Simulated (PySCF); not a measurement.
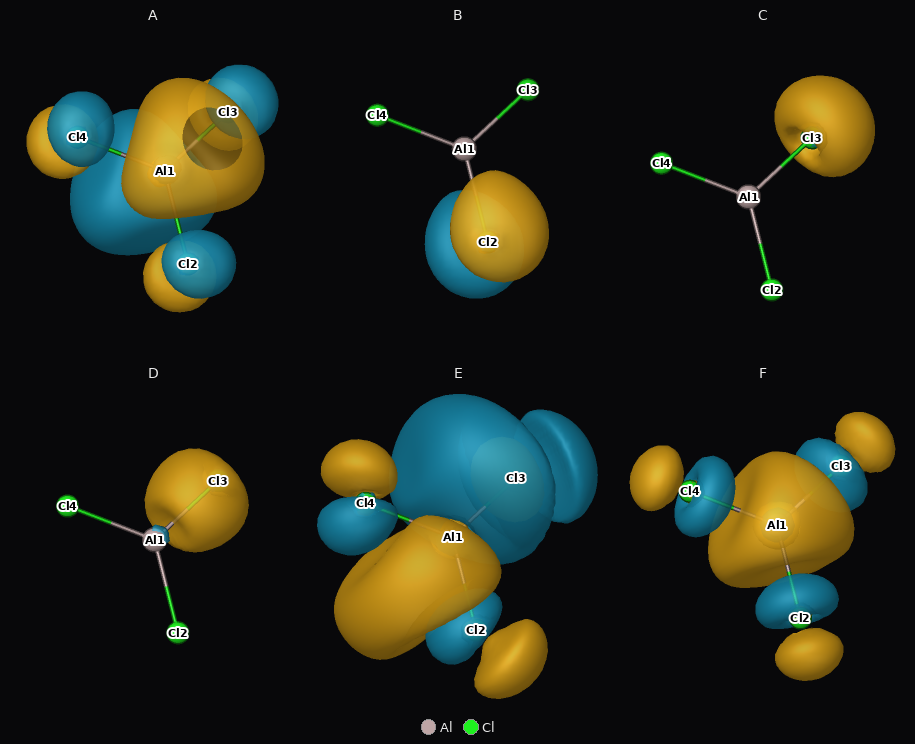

Figure 1: AlCl$_{3}$. Intrinsic bond orbitals (IBO), occupied and valence-virtual; each surface holds about 80 % of the orbital's density. Energies are diagonal elements of the Fock matrix.

Level of theory: r2SCAN/cc-pVDZ (PySCF), at a geometry from GFN2-xTB. No frequency check shows the geometry to be a minimum. GFN2-xTB bond lengths at metals and heavier atoms can be off by up to 0.1 Å and shapes distorted, which carries into these values.

Q: What does each orbital represent in a Lewis picture?

A: By panel:
- A: π* orbital Al1–Cl4, mostly on Al1 (Al1 81 %, Cl4 6 %, Cl3 6 %; −1.0 eV)
- B: lone pair on Cl2 (p-type) (Cl2 94 %, Al1 6 %; −9.1 eV)
- C: lone pair on Cl3 (sp0.7-type) (Cl3 99 %; −15.5 eV)
- D: σ bond Cl3–Al1 (Cl3 77 %, Al1 23 %; −17.1 eV)
- E: σ* orbital Al1–Cl3, mostly on Al1 (Al1 75 %, Cl3 12 %, Cl2 8 %; 3.3 eV)
- F: σ* orbital Al1–Cl2, mostly on Al1 (Al1 67 %, Cl2 12 %, Cl3 11 %; −0.5 eV)

Q: How do all the valence pairs divide up?

A: 12 pairs: 9 lone pairs and 3 σ bonds.

Cost of the run: 8 s on 1 thread of Arm Neoverse V2, on a shared host, peak memory 0.35 GiB.
